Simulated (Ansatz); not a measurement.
**Run report: Si$_{2}$NH$_{7}$, geometry relaxation (part 2 of 2)**

Si$_{2}$NH$_{7}$; RKS PBE0-D4/def2-TZVP (Ansatz 0.2.0). 

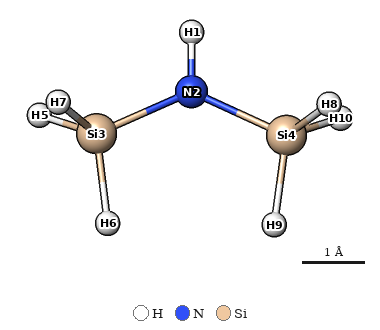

*The geometry at step 14 of the log (ball-and-stick view, seen at an oblique angle; atoms are numbered from 1 in the order of the input).*

### Trajectory as extended XYZ, continued
```
10
Properties=species:S:1:pos:R:3:forces:R:3 step=7 energy=-17352.95227
H     1.4491    0.9892    0.2324    0.0146   0.0066   0.0032
N     0.6191    1.3921   -0.1771    0.0066   0.0149  -0.0016
Si    0.5981    1.4531   -1.9035   -0.0227   0.0056   0.0022
Si   -0.4028    2.2566    0.9153   -0.0159  -0.0002  -0.0176
H     1.4123    0.3280   -2.4307   -0.0007  -0.0114   0.0041
H    -0.8101    1.3368   -2.3643    0.0077   0.0045   0.0011
H     1.1485    2.7240   -2.4551    0.0065  -0.0105  -0.0120
H    -0.0750    3.7080    1.0058   -0.0036  -0.0024   0.0166
H    -1.8064    2.1422    0.4403    0.0076   0.0047   0.0018
H    -0.2626    1.6646    2.2705   -0.0001  -0.0119   0.0021
10
Properties=species:S:1:pos:R:3:forces:R:3 step=8 energy=-17352.95860
H     1.5435    1.1593    0.2174   -0.1534   0.0753  -0.0761
N     0.6693    1.4812   -0.1846    0.1035   0.0009   0.0369
Si    0.5965    1.4419   -1.9148   -0.0016   0.0129   0.0815
Si   -0.4124    2.2521    0.9271    0.0483  -0.0280  -0.0596
H     1.3261    0.2370   -2.4032   -0.0436   0.0603   0.0267
H    -0.8386    1.3784   -2.3071    0.0775   0.0200   0.0038
H     1.2107    2.6399   -2.5695   -0.0563  -0.0917   0.0460
H    -0.1064    3.6992    1.1578   -0.0333  -0.1113  -0.0207
H    -1.7880    2.1478    0.3662    0.0675   0.0284   0.0347
H    -0.3305    1.5580    2.2442   -0.0086   0.0333  -0.0733
10
Properties=species:S:1:pos:R:3:forces:R:3 step=9 energy=-17352.95292 accepted=F
H     1.6338    1.3318    0.2002    0.4750  -0.1185   0.2020
N     0.7302    1.5308   -0.1772   -0.4351   0.2298  -0.2181
Si    0.5913    1.4317   -1.8955   -0.0415  -0.0162  -0.2075
Si   -0.4068    2.2332    0.9162   -0.1596   0.0763   0.1214
H     1.2300    0.1677   -2.3772   -0.0774   0.1251   0.0425
H    -0.8704    1.4404   -2.2106    0.2061  -0.0060   0.0058
H     1.2439    2.5653   -2.6390   -0.1021  -0.1621   0.1546
H    -0.1329    3.6726    1.2589   -0.0181  -0.2328  -0.0867
H    -1.7456    2.1519    0.2549    0.1674   0.0260   0.1227
H    -0.4035    1.4693    2.2026   -0.0145   0.0784  -0.1367
10
Properties=species:S:1:pos:R:3:forces:R:3 step=10 energy=-17352.96336
H     1.5920    1.2411    0.2113    0.0134  -0.0097   0.0075
N     0.6949    1.4926   -0.1788   -0.0583   0.0525  -0.0358
Si    0.5909    1.4351   -1.9024    0.0277  -0.0096  -0.0167
Si   -0.4108    2.2393    0.9188    0.0104   0.0043   0.0328
H     1.2814    0.2116   -2.3951   -0.0214   0.0283   0.0034
H    -0.8478    1.4069   -2.2731    0.0228  -0.0047   0.0197
H     1.2167    2.6102   -2.5773   -0.0082  -0.0341   0.0121
H    -0.1112    3.6780    1.1805   -0.0054  -0.0369   0.0030
H    -1.7705    2.1551    0.3254    0.0291  -0.0097   0.0028
H    -0.3654    1.5247    2.2242   -0.0101   0.0196  -0.0288
10
Properties=species:S:1:pos:R:3:forces:R:3 step=11 energy=-17352.96527
H     1.6282    1.3136    0.2035    0.0183   0.0006   0.0064
N     0.7233    1.5419   -0.1827   -0.0702   0.0429  -0.0375
Si    0.5908    1.4322   -1.9027    0.0418  -0.0190   0.0185
Si   -0.4115    2.2369    0.9204    0.0406  -0.0182   0.0214
H     1.2341    0.1766   -2.3798   -0.0117   0.0295   0.0180
H    -0.8552    1.4266   -2.2380    0.0052   0.0117  -0.0047
H     1.2399    2.5670   -2.6238   -0.0230  -0.0330   0.0227
H    -0.1275    3.6662    1.2450   -0.0105  -0.0430  -0.0128
H    -1.7523    2.1545    0.2890    0.0028   0.0131   0.0005
H    -0.3997    1.4793    2.2026    0.0066   0.0153  -0.0324
10
Properties=species:S:1:pos:R:3:forces:R:3 step=12 energy=-17352.96602
H     1.6459    1.3549    0.1980   -0.0375   0.0178  -0.0183
N     0.7361    1.5722   -0.1868   -0.0225   0.0070  -0.0102
Si    0.5902    1.4277   -1.9030    0.0286   0.0149   0.0392
Si   -0.4130    2.2330    0.9222    0.0487  -0.0008  -0.0155
H     1.2137    0.1560   -2.3616   -0.0179   0.0170   0.0094
H    -0.8589    1.4436   -2.2259    0.0130  -0.0097  -0.0072
H     1.2493    2.5394   -2.6483   -0.0083  -0.0229   0.0139
H    -0.1393    3.6554    1.2796   -0.0025  -0.0277  -0.0037
H    -1.7454    2.1628    0.2710    0.0043  -0.0028   0.0171
H    -0.4084    1.4497    2.1882   -0.0058   0.0071  -0.0248
10
Properties=species:S:1:pos:R:3:forces:R:3 step=13 energy=-17352.96667
H     1.6623    1.4033    0.1900   -0.0561   0.0193  -0.0253
N     0.7460    1.6006   -0.1914   -0.0023   0.0121  -0.0041
Si    0.5898    1.4265   -1.9029    0.0161  -0.0173   0.0210
Si   -0.4134    2.2319    0.9226    0.0218  -0.0223   0.0033
H     1.1879    0.1363   -2.3419   -0.0029   0.0104   0.0005
H    -0.8601    1.4525   -2.2218    0.0168   0.0053   0.0010
H     1.2650    2.5119   -2.6704   -0.0072  -0.0089   0.0100
H    -0.1447    3.6446    1.3161   -0.0011  -0.0138  -0.0065
H    -1.7425    2.1681    0.2638    0.0148   0.0068   0.0069
H    -0.4203    1.4190    2.1694    0.0000   0.0085  -0.0069
10
Properties=species:S:1:pos:R:3:forces:R:3 step=14 energy=-17352.96719
H     1.6730    1.4514    0.1801    0.0057   0.0037   0.0012
N     0.7517    1.6259   -0.1966   -0.0384   0.0090  -0.0163
Si    0.5898    1.4219   -1.9035    0.0139  -0.0052   0.0021
Si   -0.4146    2.2280    0.9251    0.0117  -0.0034   0.0093
H     1.1687    0.1175   -2.3266   -0.0028   0.0083   0.0041
H    -0.8594    1.4628   -2.2205    0.0041   0.0003   0.0017
H     1.2787    2.4859   -2.6879   -0.0024  -0.0070   0.0090
H    -0.1488    3.6326    1.3477    0.0021  -0.0104  -0.0042
H    -1.7397    2.1762    0.2588    0.0044   0.0002   0.0012
H    -0.4293    1.3926    2.1569    0.0016   0.0045  -0.0081
10
Properties=species:S:1:pos:R:3:forces:R:3 step=15 energy=-17352.96744
H     1.6835    1.5051    0.1686   -0.0147   0.0038  -0.0063
N     0.7547    1.6521   -0.2030    0.0042  -0.0008   0.0019
Si    0.5886    1.4174   -1.9048    0.0175  -0.0019   0.0073
Si   -0.4171    2.2245    0.9275    0.0172  -0.0023   0.0053
H     1.1488    0.0986   -2.3080   -0.0058   0.0042  -0.0009
H    -0.8602    1.4726   -2.2201    0.0010   0.0002  -0.0050
H     1.2962    2.4581   -2.7031   -0.0072  -0.0041   0.0007
H    -0.1491    3.6187    1.3804   -0.0055  -0.0051  -0.0021
H    -1.7385    2.1836    0.2540   -0.0025   0.0024   0.0035
H    -0.4368    1.3641    2.1421   -0.0040   0.0036  -0.0046
10
Properties=species:S:1:pos:R:3:forces:R:3 step=16 energy=-17352.96748
H     1.6925    1.5452    0.1604   -0.0219   0.0024  -0.0083
N     0.7588    1.6722   -0.2073    0.0250  -0.0008   0.0089
Si    0.5898    1.4137   -1.9054   -0.0067   0.0022  -0.0006
Si   -0.4172    2.2216    0.9301   -0.0041   0.0009  -0.0034
H     1.1318    0.0830   -2.2950    0.0013   0.0075   0.0029
H    -0.8581    1.4802   -2.2219   -0.0015  -0.0009   0.0011
H     1.3070    2.4371   -2.7172    0.0016  -0.0068   0.0060
H    -0.1528    3.6089    1.4057    0.0031  -0.0078  -0.0007
H    -1.7370    2.1906    0.2530   -0.0005  -0.0013  -0.0012
H    -0.4446    1.3423    2.1309    0.0037   0.0044  -0.0047
10
Properties=species:S:1:pos:R:3:forces:R:3 step=17 energy=-17352.96751
H     1.6918    1.5436    0.1606   -0.0103   0.0012  -0.0040
N     0.7586    1.6717   -0.2072    0.0061   0.0002   0.0021
Si    0.5890    1.4140   -1.9053    0.0049   0.0002  -0.0007
Si   -0.4177    2.2217    0.9296    0.0034   0.0014   0.0028
H     1.1332    0.0845   -2.2952   -0.0026   0.0026   0.0024
H    -0.8589    1.4798   -2.2220    0.0003  -0.0003   0.0013
H     1.3074    2.4369   -2.7163   -0.0023  -0.0016   0.0034
H    -0.1521    3.6086    1.4052    0.0000  -0.0034  -0.0026
H    -1.7377    2.1902    0.2529    0.0007  -0.0010  -0.0006
H    -0.4434    1.3437    2.1313   -0.0001   0.0007  -0.0041
10
Properties=species:S:1:pos:R:3:forces:R:3 step=18 energy=-17352.96751
H     1.6919    1.5446    0.1604    0.0003   0.0000   0.0002
N     0.7590    1.6727   -0.2074    0.0013   0.0000   0.0005
Si    0.5891    1.4141   -1.9050   -0.0020   0.0006   0.0005
Si   -0.4175    2.2216    0.9294   -0.0012   0.0001  -0.0018
H     1.1319    0.0841   -2.2942    0.0004  -0.0016  -0.0001
H    -0.8590    1.4805   -2.2211    0.0001   0.0000  -0.0002
H     1.3076    2.4364   -2.7162    0.0006   0.0009  -0.0006
H    -0.1523    3.6082    1.4053    0.0003   0.0011   0.0003
H    -1.7372    2.1897    0.2521    0.0001   0.0000   0.0002
H    -0.4434    1.3429    2.1302    0.0000  -0.0011   0.0011
10
Properties=species:S:1:pos:R:3:forces:R:3 step=19 energy=-17352.96752
H     1.6935    1.5526    0.1587    0.0005   0.0000   0.0002
N     0.7598    1.6771   -0.2084    0.0020  -0.0001   0.0007
Si    0.5891    1.4135   -1.9051   -0.0010   0.0002   0.0001
Si   -0.4177    2.2211    0.9297   -0.0007   0.0000  -0.0007
H     1.1286    0.0811   -2.2911   -0.0001  -0.0002   0.0000
H    -0.8589    1.4821   -2.2211    0.0000   0.0001  -0.0003
H     1.3102    2.4319   -2.7189   -0.0002   0.0000   0.0000
H    -0.1528    3.6061    1.4105   -0.0002   0.0000  -0.0002
H    -1.7369    2.1908    0.2514   -0.0001   0.0002   0.0001
H    -0.4445    1.3383    2.1277   -0.0001  -0.0002   0.0001
10
Properties=species:S:1:pos:R:3:forces:R:3 step=20 energy=-17352.96752
H     1.6956    1.5616    0.1569    0.0004   0.0000   0.0001
N     0.7610    1.6821   -0.2093    0.0016  -0.0003   0.0007
Si    0.5890    1.4128   -1.9051   -0.0004   0.0003  -0.0005
Si   -0.4179    2.2204    0.9299   -0.0007   0.0004  -0.0002
H     1.1245    0.0778   -2.2875   -0.0004   0.0004   0.0000
H    -0.8589    1.4843   -2.2209    0.0000  -0.0001   0.0001
H     1.3129    2.4268   -2.7219   -0.0002  -0.0003   0.0003
H    -0.1537    3.6036    1.4161    0.0000  -0.0004  -0.0001
H    -1.7365    2.1920    0.2505    0.0000  -0.0002   0.0000
H    -0.4458    1.3332    2.1247   -0.0002   0.0003  -0.0004
10
Properties=species:S:1:pos:R:3:forces:R:3 step=21 energy=-17352.96752
H     1.6970    1.5666    0.1559   -0.0004   0.0001  -0.0002
N     0.7619    1.6848   -0.2098    0.0013   0.0000   0.0004
Si    0.5889    1.4126   -1.9050   -0.0002  -0.0005  -0.0002
Si   -0.4180    2.2201    0.9300   -0.0003  -0.0005   0.0004
H     1.1219    0.0759   -2.2857   -0.0001   0.0005   0.0000
H    -0.8590    1.4855   -2.2204    0.0001   0.0003   0.0001
H     1.3144    2.4240   -2.7235   -0.0003  -0.0003   0.0003
H    -0.1542    3.6023    1.4192   -0.0002  -0.0003  -0.0003
H    -1.7361    2.1923    0.2497    0.0002   0.0003  -0.0001
H    -0.4467    1.3305    2.1230    0.0000   0.0003  -0.0003
```

The run was set up as follows.

### The input
```yaml
crystal:
  periodic: [false, false, false]
  atoms:
    - {symbol: H, position_ang: [1.456326, 1.019285, 0.226578]}
    - {symbol: N, position_ang: [0.502782, 1.083811, -0.130521]}
    - {symbol: Si, position_ang: [0.560478, 1.433524, -1.877088]}
    - {symbol: Si, position_ang: [-0.420557, 2.220688, 0.884880]}
    - {symbol: H, position_ang: [1.494294, 0.485616, -2.518291]}
    - {symbol: H, position_ang: [-0.818926, 1.329508, -2.394955]}
    - {symbol: H, position_ang: [1.055560, 2.822979, -2.067127]}
    - {symbol: H, position_ang: [0.095643, 3.595299, 0.648790]}
    - {symbol: H, position_ang: [-1.832907, 2.147423, 0.458589]}
    - {symbol: H, position_ang: [-0.222519, 1.856597, 2.302581]}
basis:
  gaussian: {orbitals: def2-TZVP}
hamiltonian: {xc: pbe0, dispersion: d4}
relax: {f_tol: 0.005, max_steps: 200}
```

Launched with:
```bash
ansatz run in.yaml --threads 4 --pin off --events-out ev --progress --plain --max-ram 63488MiB --backend cpu
```

### Summary

| quantity | value |
| --- | --- |
| outcome | converged |
| total energy | −17352.9676 eV |
| mean-field energy | −17352.8043 eV |
| dispersion energy | −0.1632 eV |
| SCF solution under orbital rotations | stable |
| largest force (length of the vector) at the end | 0.001 eV/Å |
| dipole moment | 0.95 D |
| hardware | 4 CPU threads, shared host |
| wall time | 24 s (CPU time 81 s) |
| peak memory | 1.3 GiB |
